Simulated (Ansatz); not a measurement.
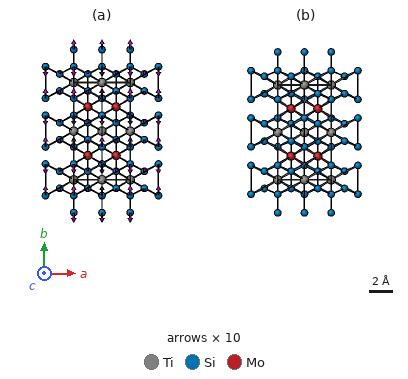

The structure of solid TiSi₄Mo (a generated structure, set up in F222) (coarse preliminary run) before (left) and after (right) a relaxation, at one scale. The purple arrows give the displacements (the part carried along by the change of the cell is left out), 10 times their true length.

The picture is a ball-and-stick view of the conventional cell (4 times the calculation's cell), seen along the c axis. Lengths and directions refer to the drawn axes.

Level of theory: DFT PBE, scalar-relativistic, plane waves, PAW (Ansatz). Settings: plane-wave cutoff 420 eV; k-point mesh 4 × 4 × 4; occupations gaussian; smearing width 0.1 eV; no spin polarisation; cell and atoms relaxed; force threshold 0.04 eV/Å; at most 70 steps.

Summarise the run.

Answer. The largest moves relative to the cell, 0.092 Å, are those of Si atoms. Ti and Mo stay in place. The volume changes by −10.5 %, with a 4.947 → 4.681 Å (−5.4 %), b 8.524 → 8.303 Å (−2.6 %), c 8.825 → 8.574 Å (−2.9 %). Some distances before and after: Si–Si 2.772 → 2.516 Å, Si–Ti 2.835 → 2.657 Å, Mo–Si 2.835 → 2.685 Å, Si–Si 2.609 → 2.492 Å. The space group stays F222 (No. 22). The energy falls by 103 meV per atom in 3 accepted moves (4 points after the start). The largest force component goes from 0.56 to 0.013 eV/Å. Pressure: −15.15 GPa at the start and 0.03 GPa at the end. At 1 point the geometry stayed and the basis and grid were re-selected for the new cell (energy shift of 0.2 meV per atom at most each time).
